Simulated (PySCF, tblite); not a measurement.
# C5H12Si2: a rotation path, then NMR shifts on frames, part 2 of 2

tblite 0.8.0 and PySCF 2.14.0. Atoms count from 0. Earlier steps stand in the parts before.

### Step 5. Nuclear shieldings: image 4, PBE0/pcSseg-1

The job: settings as JSON, then the geometry in Å.

```
{"job": {"kind": "nmr", "xc": "PBE0", "basis": "pcSseg-1", "pop": false}, "charge": 0, "multiplicity": 1}
C     -2.175700    -0.620600    -0.843800
C     -1.923000    -0.094000     0.563600
C     -1.365200     1.339800     0.548800
Si     0.287700     1.524200     1.475700
C      1.497100     0.403700     0.631400
C      2.261400    -0.339000     0.056000
Si     3.431200    -1.472300    -0.818400
H     -2.892900     0.008800    -1.367600
H     -1.246700    -0.632400    -1.410700
H     -2.569700    -1.634400    -0.810100
H     -1.226700    -0.773100     1.062300
H     -2.856200    -0.121400     1.130800
H     -2.101900     2.028300     0.965300
H     -1.219900     1.653000    -0.486800
H      0.150700     1.096100     2.874400
H      0.772300     2.908000     1.391300
H      3.555800    -1.025100    -2.209000
H      2.884900    -2.831700    -0.765100
H      4.726900    -1.408600    -0.136800
```

Method: GIAO PBE0/pcSseg-1 NMR shielding, non-relativistic, gas phase.

Log:

```text
coarse grid: 16120 points
cycle   1  E = -776.0418477921  dE =  3.262e-01  |g| = 4.853e-01  |ddm| = 3.847e+00
cycle   2  E = -776.0241309747  dE =  1.772e-02  |g| = 5.437e-01  |ddm| = 1.061e+00
cycle   3  E = -776.1042881281  dE = -8.016e-02  |g| = 4.968e-02  |ddm| = 5.827e-01
cycle   4  E = -776.1043964226  dE = -1.083e-04  |g| = 4.622e-02  |ddm| = 7.197e-02
cycle   5  E = -776.1049029773  dE = -5.066e-04  |g| = 1.230e-02  |ddm| = 3.791e-02
cycle   6  E = -776.1049398392  dE = -3.686e-05  |g| = 2.724e-03  |ddm| = 1.065e-02
cycle   7  E = -776.1049417231  dE = -1.884e-06  |g| = 3.873e-04  |ddm| = 2.631e-03
final grid: 144360 points
cycle   8  E = -776.1476702539  dE = -3.103e-05  |g| = 7.234e-03  |ddm| = 3.037e-02
cycle   9  E = -776.1476642310  dE =  6.023e-06  |g| = 8.667e-03  |ddm| = 1.443e-02
cycle  10  E = -776.1476840935  dE = -1.986e-05  |g| = 6.311e-04  |ddm| = 7.844e-03
cycle  11  E = -776.1476841354  dE = -4.194e-08  |g| = 4.615e-04  |ddm| = 7.756e-04
cycle  12  E = -776.1476841873  dE = -5.193e-08  |g| = 1.094e-04  |ddm| = 3.648e-04
cycle  13  E = -776.1476841903  dE = -2.924e-09  |g| = 2.807e-05  |ddm| = 1.072e-04
cycle  14  E = -776.1476841905  dE = -1.967e-10  |g| = 3.873e-06  |ddm| = 2.998e-05
converged SCF energy = -776.1476841905

GIAO shielding tensors (ppm)
atom      isotropic    diamagn.    paramagn.     s11        s22        s33       span
  0 C      165.916     248.712     -82.796    147.198    163.769    186.782     39.584
  1 C      167.438     248.487     -81.049    157.693    166.235    178.385     20.692
  2 C      173.117     253.859     -80.742    152.413    173.304    193.634     41.221
  3 Si     415.145     881.843    -466.698    392.945    398.362    454.128     61.183
  4 C       67.586     264.908    -197.322    -34.348    -25.392    262.497    296.845
  5 C       75.276     264.802    -189.526    -22.360    -17.341    265.529    287.889
  6 Si     449.152     881.982    -432.830    442.876    443.143    461.436     18.560
  7 H       30.671      30.227       0.444     26.806     28.476     36.729      9.923
  8 H       30.573      33.569      -2.997     26.001     30.328     35.389      9.388
  9 H       30.509      30.206       0.303     26.049     27.238     38.239     12.191
 10 H       30.249      34.244      -3.995     25.742     30.315     34.691      8.950
 11 H       30.049      30.921      -0.872     24.875     28.530     36.742     11.866
 12 H       30.612      30.759      -0.147     25.579     28.771     37.485     11.906
 13 H       31.339      33.966      -2.627     27.519     30.605     35.893      8.375
 14 H       27.412      29.086      -1.674     24.001     25.610     32.624      8.624
 15 H       27.251      28.515      -1.264     23.440     25.340     32.973      9.533
 16 H       27.485      29.167      -1.682     23.990     26.044     32.422      8.432
 17 H       27.469      29.668      -2.198     23.913     26.272     32.223      8.310
 18 H       27.472      27.617      -0.145     23.909     25.804     32.702      8.793
```

Run time: 42 s. Hardware: 1 thread of Arm Neoverse N1, shared host; peak memory 0.89 GiB.

Key values: δ C4 119.3, C5 111.6, C0 21.0, C1 19.5, H15 4.47, H14 4.31 ppm.

### Step 6. NMR shieldings: image 6, PBE0/pcSseg-1

The job: settings as JSON, then the geometry in Å.

```
{"job": {"kind": "nmr", "xc": "PBE0", "basis": "pcSseg-1", "pop": false}, "charge": 0, "multiplicity": 1}
C     -1.723800    -0.729600    -0.717000
C     -2.060100     0.000100     0.577300
C     -1.460400     1.411800     0.614100
Si     0.238700     1.512100     1.468800
C      1.412600     0.396400     0.573600
C      2.150700    -0.344700    -0.037000
Si     3.261100    -1.484500    -0.976600
H     -2.143200    -0.198300    -1.570000
H     -0.646600    -0.798500    -0.849200
H     -2.138600    -1.735600    -0.706900
H     -1.694000    -0.588000     1.422700
H     -3.147700     0.059100     0.674000
H     -2.145400     2.082200     1.137600
H     -1.390600     1.791100    -0.407300
H      0.122100     1.049500     2.859700
H      0.754800     2.886500     1.416700
H      3.360000    -0.994600    -2.354600
H      2.667600    -2.824700    -0.949900
H      4.573000    -1.480900    -0.324900
```

Method: GIAO PBE0/pcSseg-1 NMR shielding, non-relativistic, gas phase.

Log:

```text
coarse grid: 16120 points
cycle   1  E = -776.0434935552  dE =  3.324e-01  |g| = 4.850e-01  |ddm| = 3.847e+00
cycle   2  E = -776.0264905180  dE =  1.700e-02  |g| = 5.412e-01  |ddm| = 1.059e+00
cycle   3  E = -776.1056069233  dE = -7.912e-02  |g| = 5.302e-02  |ddm| = 5.791e-01
cycle   4  E = -776.1057353773  dE = -1.285e-04  |g| = 4.894e-02  |ddm| = 7.617e-02
cycle   5  E = -776.1063087022  dE = -5.733e-04  |g| = 1.239e-02  |ddm| = 3.987e-02
cycle   6  E = -776.1063460601  dE = -3.736e-05  |g| = 2.669e-03  |ddm| = 1.075e-02
cycle   7  E = -776.1063478472  dE = -1.787e-06  |g| = 4.135e-04  |ddm| = 2.599e-03
final grid: 144360 points
cycle   8  E = -776.1490360354  dE = -3.145e-05  |g| = 7.250e-03  |ddm| = 3.452e-02
cycle   9  E = -776.1490301070  dE =  5.928e-06  |g| = 8.664e-03  |ddm| = 1.450e-02
cycle  10  E = -776.1490499631  dE = -1.986e-05  |g| = 5.216e-04  |ddm| = 7.858e-03
cycle  11  E = -776.1490500012  dE = -3.809e-08  |g| = 3.212e-04  |ddm| = 6.642e-04
cycle  12  E = -776.1490500240  dE = -2.277e-08  |g| = 1.241e-04  |ddm| = 2.929e-04
cycle  13  E = -776.1490500277  dE = -3.731e-09  |g| = 3.167e-05  |ddm| = 1.093e-04
cycle  14  E = -776.1490500280  dE = -2.583e-10  |g| = 3.694e-06  |ddm| = 3.242e-05
converged SCF energy = -776.1490500280

GIAO shielding tensors (ppm)
atom      isotropic    diamagn.    paramagn.     s11        s22        s33       span
  0 C      167.496     250.459     -82.963    151.590    165.388    185.510     33.920
  1 C      165.030     248.368     -83.338    156.915    163.645    174.531     17.616
  2 C      172.529     253.207     -80.677    154.371    173.642    189.575     35.204
  3 Si     414.875     881.728    -466.853    388.740    401.137    454.747     66.007
  4 C       66.218     264.389    -198.171    -37.186    -26.082    261.922    299.108
  5 C       73.205     264.790    -191.585    -21.913    -18.171    259.698    281.611
  6 Si     449.091     881.756    -432.665    442.777    443.475    461.022     18.245
  7 H       30.825      31.832      -1.006     27.277     28.527     36.673      9.396
  8 H       29.817      34.833      -5.015     23.690     29.485     36.277     12.587
  9 H       30.575      31.147      -0.572     26.346     27.408     37.970     11.624
 10 H       30.221      32.824      -2.604     26.448     29.365     34.849      8.401
 11 H       29.834      30.292      -0.458     24.056     28.509     36.937     12.880
 12 H       30.719      30.115       0.604     25.439     28.731     37.986     12.547
 13 H       31.143      33.094      -1.951     27.640     29.839     35.949      8.309
 14 H       27.367      29.143      -1.775     23.979     25.577     32.547      8.568
 15 H       27.230      28.457      -1.227     23.532     25.283     32.875      9.343
 16 H       27.490      29.081      -1.591     23.997     26.068     32.405      8.408
 17 H       27.481      29.583      -2.102     23.905     26.387     32.152      8.246
 18 H       27.486      27.642      -0.156     23.920     25.773     32.766      8.846
```

Wall time 42 s (1 thread of Arm Neoverse N1, shared host); peak memory 0.89 GiB.

Key values: δ C4 120.7, C5 113.7, C1 21.9, C0 19.4, H15 4.49, H14 4.35 ppm.

### Step 7. Nuclear shieldings: image 8, PBE0/pcSseg-1

The job: settings as JSON, then the geometry in Å.

```
{"job": {"kind": "nmr", "xc": "PBE0", "basis": "pcSseg-1", "pop": false}, "charge": 0, "multiplicity": 1}
C     -1.674600    -0.924800    -0.301900
C     -2.295700     0.197500     0.519000
C     -1.447200     1.468100     0.513700
Si     0.213300     1.336100     1.441900
C      1.420800     0.330200     0.462100
C      2.201100    -0.331300    -0.187000
Si     3.372900    -1.346200    -1.193200
H     -1.536000    -0.607900    -1.333700
H     -0.703000    -1.203700     0.098600
H     -2.318200    -1.802100    -0.296600
H     -2.439000    -0.142200     1.547900
H     -3.286100     0.426500     0.112700
H     -2.029100     2.273400     0.969300
H     -1.270700     1.767900    -0.521700
H      0.012400     0.683900     2.743500
H      0.781900     2.681000     1.609500
H      3.556300    -0.682200    -2.486900
H      2.786000    -2.677300    -1.373500
H      4.645000    -1.437700    -0.472300
```

Level: GIAO PBE0/pcSseg-1 NMR shielding, non-relativistic, gas phase.

Log:

```text
coarse grid: 16120 points
cycle   1  E = -776.0451227778  dE =  3.365e-01  |g| = 4.843e-01  |ddm| = 3.850e+00
cycle   2  E = -776.0294290181  dE =  1.569e-02  |g| = 5.364e-01  |ddm| = 1.052e+00
cycle   3  E = -776.1071518104  dE = -7.772e-02  |g| = 5.036e-02  |ddm| = 5.671e-01
cycle   4  E = -776.1072755231  dE = -1.237e-04  |g| = 4.634e-02  |ddm| = 7.350e-02
cycle   5  E = -776.1077846076  dE = -5.091e-04  |g| = 1.263e-02  |ddm| = 3.833e-02
cycle   6  E = -776.1078236095  dE = -3.900e-05  |g| = 2.557e-03  |ddm| = 1.067e-02
cycle   7  E = -776.1078252430  dE = -1.633e-06  |g| = 4.437e-04  |ddm| = 2.561e-03
final grid: 144360 points
cycle   8  E = -776.1502251995  dE = -3.099e-05  |g| = 6.973e-03  |ddm| = 3.296e-02
cycle   9  E = -776.1502205340  dE =  4.666e-06  |g| = 8.124e-03  |ddm| = 1.384e-02
cycle  10  E = -776.1502380893  dE = -1.756e-05  |g| = 4.373e-04  |ddm| = 7.434e-03
cycle  11  E = -776.1502381272  dE = -3.791e-08  |g| = 1.664e-04  |ddm| = 5.699e-04
cycle  12  E = -776.1502381338  dE = -6.651e-09  |g| = 5.426e-05  |ddm| = 1.954e-04
cycle  13  E = -776.1502381342  dE = -3.606e-10  |g| = 3.925e-05  |ddm| = 6.546e-05
cycle  14  E = -776.1502381346  dE = -3.947e-10  |g| = 4.496e-06  |ddm| = 2.926e-05
converged SCF energy = -776.1502381346

GIAO shielding tensors (ppm)
atom      isotropic    diamagn.    paramagn.     s11        s22        s33       span
  0 C      167.912     250.843     -82.932    157.178    165.456    181.101     23.923
  1 C      161.774     247.524     -85.750    155.737    159.684    169.900     14.163
  2 C      169.855     253.074     -83.219    158.736    169.384    181.444     22.708
  3 Si     414.134     881.853    -467.719    383.878    403.237    455.287     71.409
  4 C       65.367     264.494    -199.127    -39.738    -28.159    263.997    303.735
  5 C       72.384     264.745    -192.361    -19.255    -16.820    253.227    272.481
  6 Si     448.978     881.990    -433.012    442.320    443.278    461.335     19.014
  7 H       30.811      33.319      -2.508     28.077     28.440     35.916      7.839
  8 H       29.848      34.583      -4.735     24.374     29.218     35.952     11.577
  9 H       30.488      30.723      -0.235     25.915     27.855     37.694     11.779
 10 H       30.207      31.054      -0.847     26.329     28.591     35.701      9.371
 11 H       29.761      29.669       0.092     24.095     28.350     36.837     12.742
 12 H       30.686      29.754       0.932     25.253     28.820     37.984     12.731
 13 H       30.817      33.063      -2.246     27.739     28.906     35.806      8.067
 14 H       27.411      29.473      -2.063     24.267     25.713     32.253      7.986
 15 H       27.249      28.561      -1.312     23.443     25.625     32.680      9.237
 16 H       27.472      29.029      -1.557     23.966     26.010     32.442      8.477
 17 H       27.494      29.626      -2.132     23.904     26.452     32.127      8.223
 18 H       27.498      27.763      -0.265     23.947     25.808     32.737      8.790
```

It took 43 s on 1 thread of Arm Neoverse N1, shared host; peak memory 0.9 GiB.

Key values: δ C4 121.6, C5 114.5, C1 25.2, C0 19.0, H15 4.47, H14 4.31 ppm.

### Step 8. Side by side: NMR shifts

Shifts (ppm) of some atoms, chosen among heavy atoms and hydrogens apart, with basis size and wall time:

| frame | C4 | C5 | C1 | C0 | C2 | H11 | H8 | functions | time |
| --- | --- | --- | --- | --- | --- | --- | --- | --- | --- |
| image 0 | 119.2 | 113.0 | 22.9 | 21.2 | 18.2 | 1.32 | 1.01 | 193 | 42 s |
| image 2 | 119.4 | 112.1 | 21.1 | 21.3 | 16.8 | 1.43 | 0.96 | 193 | 42 s |
| image 4 | 119.3 | 111.6 | 19.5 | 21.0 | 13.8 | 1.67 | 1.14 | 193 | 42 s |
| image 6 | 120.7 | 113.7 | 21.9 | 19.4 | 14.4 | 1.88 | 1.90 | 193 | 42 s |
| image 8 | 121.6 | 114.5 | 25.2 | 19.0 | 17.1 | 1.96 | 1.87 | 193 | 43 s |

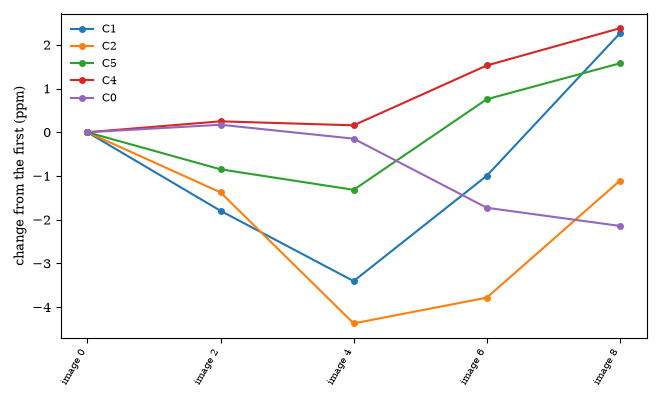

How five of the tabulated atoms move from run to run.

### Step 9. Outcome

The summary covers parts 1 to 2.

```
                                        quantity                                                                       value
                                         barrier                                          0.109 eV (2.5 kcal/mol) at image 4
                           end to end (GFN2-xTB)                                                                    0.003 eV
 13C shifts against TMS (PBE0/pcSseg-1, image 0)                                          119.2, 113.0, 22.9, 21.2, 18.2 ppm
  1H shifts against TMS (PBE0/pcSseg-1, image 0)  4.51, 4.33, 4.24, 4.24, 4.23, 1.79, 1.44, 1.32, 1.01, 1.00, 0.80, 0.60 ppm
29Si shifts against TMS (PBE0/pcSseg-1, image 0)                                                            -66.0, -99.9 ppm
                        range of the shift of C1                                                            19.5 to 25.2 ppm
```

In words: Along the band the dihedral turns by 110°, and the top (dihedral -124°) lies 2.5 kcal/mol above the start (GFN2-xTB, rough), so at room temperature this motion is fast. The top was not checked by a frequency run. Shifts at one fixed geometry are not the observed spectrum, which averages over the motion. In ppm, C1 moves most: its shift spreads over 5.7 ppm, from 19.5 (image 4) to 25.2 (image 8).
